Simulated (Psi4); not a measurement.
# SiNH4ClO (SMILES N[SiH](O)Cl) at CAM-B3LYP/6-31G(d) (spherical functions)

What is the vertical ionisation energy of SiNH4ClO at CAM-B3LYP/6-31G* (spherical functions)? 

Program for the calculation: Psi4 1.11.

## Step 1: Starting point

SiNH4ClO has 8 atoms, charge 0, and is taken as a singlet. As SMILES, `N[SiH](O)Cl`. The coordinates come from a PBE0-D4/def2-TZVP relaxation. This is one conformer, not always the lowest.

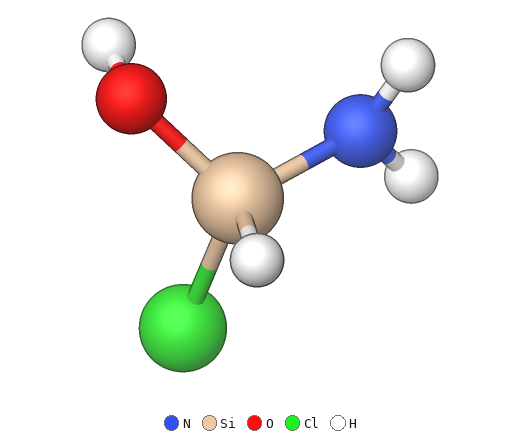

Viewed from a chosen angle; nitrogen blue, silicon light orange, oxygen red, chlorine green, hydrogen white.

## Step 2: The energy at CAM-B3LYP/6-31G(d) (spherical functions)

The input, clh4nosi.xyz:

```xyz
8
ClH4NOSi
N     -0.749800     0.885600    -0.289000
Si     0.524400    -0.226200    -0.115300
O      0.551300    -0.861300     1.386900
Cl     0.173100    -1.641600    -1.566900
H     -1.217200     0.998000    -1.172700
H     -0.806900     1.712400     0.283000
H      1.896700     0.277200    -0.308600
H     -0.279500    -1.201200     1.726700
```

The input, clh4nosi.py:

```python
import psi4

psi4.set_memory(1600000000)
psi4.set_num_threads(1)
psi4.core.set_output_file('run.log', False)

with open('clh4nosi.xyz') as f:
    atoms = ''.join(f.readlines()[2:])
mol = psi4.geometry('0 1\n' + atoms + 'symmetry c1\nno_reorient\nno_com')

psi4.set_options({
    'puream': True,
    'e_convergence': 1e-09,
    'd_convergence': 1e-08,
    'scf_type': 'pk',
    'dft_radial_points': 99,
    'dft_spherical_points': 590,
})

e_tot, wfn = psi4.energy("cam-b3lyp/6-31G*", molecule=mol, return_wfn=True)
psi4.oeprop(wfn, "MULLIKEN_CHARGES", "QUADRUPOLE", "MAYER_INDICES", title="CAM-B3LYP")
print(f'cam-b3lyp/6-31G* energy: {e_tot:.10f} Eh')
```

Run with:

```bash
python clh4nosi.py
```

run.log:

```text
[...]
  Running in c1 symmetry.
[...]
  Nuclear repulsion =  228.759091773363366
[...]
  Multiplicity = 1
[...]
  Nalpha       = 25
  Nbeta        = 25
[...]
    Number of basis functions: 72
[...]
   @RKS iter   1:  -881.83657096228137   -1.96976e-01   1.15482e-02 DIIS/ADIIS
[...]
   @RKS iter  11:  -882.11931673732659   -1.38698e-11   8.12385e-09 DIIS
[...]
    Orbital Energies [Eh]
    ---------------------
    Doubly Occupied:
       1A   -101.578139     2A    -66.254032     3A    -19.225128
       4A    -14.390557     5A     -9.513827     6A     -7.275006
       7A     -7.269410     8A     -7.269170     9A     -5.406200
      10A     -3.767280    11A     -3.764973    12A     -3.763077
      13A     -1.095848    14A     -0.945756    15A     -0.896025
      16A     -0.645183    17A     -0.579379    18A     -0.558753
      19A     -0.484681    20A     -0.469148    21A     -0.423857
      22A     -0.405811    23A     -0.379859    24A     -0.376659
      25A     -0.337818
[...]
  @RKS Final Energy:  -882.11931673732659
   => Energetics <=
    Nuclear Repulsion Energy =            228.7590917733633660
    One-Electron Energy =               -1673.0572037952886149
    Two-Electron Energy =                 612.2622204308387381
    DFT Exchange-Correlation Energy =     -50.0834251462402023
    Empirical Dispersion Energy =           0.0000000000000000
    VV10 Nonlocal Energy =                  0.0000000000000000
    Total Energy =                       -882.1193167373265851
[...]
 Multipole Moments:
 ------------------------------------------------------------------------------------
     Multipole            Electronic (a.u.)      Nuclear  (a.u.)        Total (a.u.)
 ------------------------------------------------------------------------------------
 L = 1.  Multiply by 2.5417464519 to convert [e a0] to [Debye]
 Dipole X            :        -17.7833269           17.0816124           -0.7017145
 Dipole Y            :         57.5289664          -56.6517216            0.8772449
 Dipole Z            :         35.5694050          -35.2450930            0.3243120
 Magnitude           :                                                    1.1692477
 L = 2.  Multiply by 1.3450342976 to convert [e a0^2] to [Debye ang]
 Quadrupole XX       :        -87.7925075           59.0455029          -28.7470046
 Quadrupole XY       :         59.8182655          -59.5412368            0.2770287
[...]
  Mulliken Charges: (a.u.)
   Center  Symbol    Alpha    Beta     Spin     Total
       1     N     3.93194  3.93194  0.00000 -0.86388
       2    SI     6.60505  6.60505  0.00000  0.78990
       3     O     4.33960  4.33960  0.00000 -0.67920
       4    CL     8.64707  8.64707  0.00000 -0.29414
       5     H     0.32629  0.32629  0.00000  0.34742
       6     H     0.32893  0.32893  0.00000  0.34214
       7     H     0.54028  0.54028  0.00000 -0.08055
       8     H     0.28084  0.28084  0.00000  0.43832
   Total alpha = 25.00000, Total beta = 25.00000, Total charge =  0.00000
[...]
```

The script printed:

```text
cam-b3lyp/6-31G* energy: -882.1193167373 Eh
```

Wall time 14 s (1 thread of Intel Xeon 6975P-C (Granite Rapids), shared host); peak memory 1.1 GiB.

## Step 3: The doublet cation: energy and forces at UCAM-B3LYP/6-31G(d) (spherical functions)

The input, input.in:

```
memory 1600 MB

molecule m {
  1 2
  N
  Si 1 R2
  O 2 R3 1 A3
  Cl 2 R4 3 A4 1 D4
  H 1 R5 2 A5 3 D5
  H 1 R6 5 A6 2 D6
  H 2 R7 3 A7 1 D7
  H 3 R8 2 A8 7 D8

  R2 = 1.699958
  R3 = 1.631159
  A3 = 111.16815
  R4 = 2.057647
  A4 = 112.62392
  D4 = -116.84752
  R5 = 1.005993
  A5 = 120.73598
  D5 = -147.44535
  R6 = 1.006997
  A6 = 112.38893
  D6 = 154.29842
  R7 = 1.474444
  A7 = 103.78735
  D7 = 127.15508
  R8 = 0.959805
  A8 = 116.72124
  D8 = 176.43377
  symmetry c1
  no_reorient
  no_com
}

set {
  basis 6-31G*
  reference uks
  puream true
  e_convergence 1e-09
  d_convergence 1e-08
  scf_type pk
  dft_radial_points 99
  dft_spherical_points 590
  maxiter 100
}

energy_value, wavefunction = gradient('cam-b3lyp', return_wfn=True)
oeprop(wavefunction, 'DIPOLE', 'WIBERG_LOWDIN_INDICES', 'MAYER_INDICES', title='CAM-B3LYP')
```

Run with:

```bash
psi4 -n 1 input.in input.out
```

input.out, cut to the lines that bear on the results:

```text
[...]
  Running in c1 symmetry.
[...]
  Nuclear repulsion =  228.759090327484358
[...]
  Multiplicity = 2
[...]
  Nalpha       = 25
  Nbeta        = 24
[...]
    Number of basis functions: 72
[...]
   @UKS iter   1:  -881.42254817749154    2.17047e-01   1.13486e-02 DIIS/ADIIS
[...]
   @UKS iter  23:  -881.73760072573782   -6.02540e-12   7.37906e-09 DIIS
[...]
   @S^2 Observed:                7.568511731E-01
[...]
  @UKS Final Energy:  -881.73760072573782
   => Energetics <=
    Nuclear Repulsion Energy =            228.7590903274843583
    One-Electron Energy =               -1661.1342916268265526
    Two-Electron Energy =                 600.5062721317422074
    DFT Exchange-Correlation Energy =     -49.8686715581377271
    Empirical Dispersion Energy =           0.0000000000000000
    VV10 Nonlocal Energy =                  0.0000000000000000
    Total Energy =                       -881.7376007257378205
[...]
  -Total Gradient:
     Atom            X                  Y                   Z
    ------   -----------------  -----------------  -----------------
       1        0.016257211899    -0.009343271049     0.033781472099
       2       -0.029081081384     0.005141022864    -0.097471924234
       3        0.005661901480    -0.012856649522     0.015246035148
       4        0.011042176665     0.005091762083     0.008788798214
       5       -0.015403374359    -0.009672851887     0.014134020659
       6        0.011154399939     0.012969191192     0.013562619071
       7        0.008041608574    -0.004702170935     0.013771598577
       8       -0.007676468918     0.013379286950    -0.001816891552
[...]
 Multipole Moments:
 ------------------------------------------------------------------------------------
     Multipole            Electronic (a.u.)      Nuclear  (a.u.)        Total (a.u.)
 ------------------------------------------------------------------------------------
 L = 1.  Multiply by 2.5417464519 to convert [e a0] to [Debye]
 Dipole X            :          2.7989779           -4.0010597           -1.2020818
 Dipole Y            :          1.9642090           -2.3994612           -0.4352522
 Dipole Z            :          1.0427351           -3.7787573           -2.7360221
 Magnitude           :                                                    3.0199772
[...]
```

Wall time 38 s (1 thread of Intel Xeon 6975P-C (Granite Rapids), shared host); peak memory 1.1 GiB.

## Step 4: Summary of results

At CAM-B3LYP/6-31G* (spherical functions):

```
                                          quantity          value
                    singlet SiNH4ClO: total energy  -882.11932 Eh
                   singlet SiNH4ClO: dipole moment         2.97 D
                     singlet SiNH4ClO: HOMO energy       -9.19 eV
                     singlet SiNH4ClO: LUMO energy        2.48 eV
                   singlet SiNH4ClO: HOMO–LUMO gap       11.68 eV
                      doublet cation: total energy  -881.73760 Eh
doublet cation: HOMO energy (highest over α and β)      -15.51 eV
 doublet cation: LUMO energy (lowest over α and β)      -11.57 eV
                              doublet cation: ⟨S²⟩          0.757
          doublet cation: largest force on an atom     5.237 eV/Å
vertical ionisation energy (to the doublet cation)      10.387 eV
```

In words: The vertical ionisation energy comes to 10.39 eV (1002 kJ/mol). −ε(HOMO) before ionisation, 9.19 eV, is 1.19 eV below this ionisation energy.
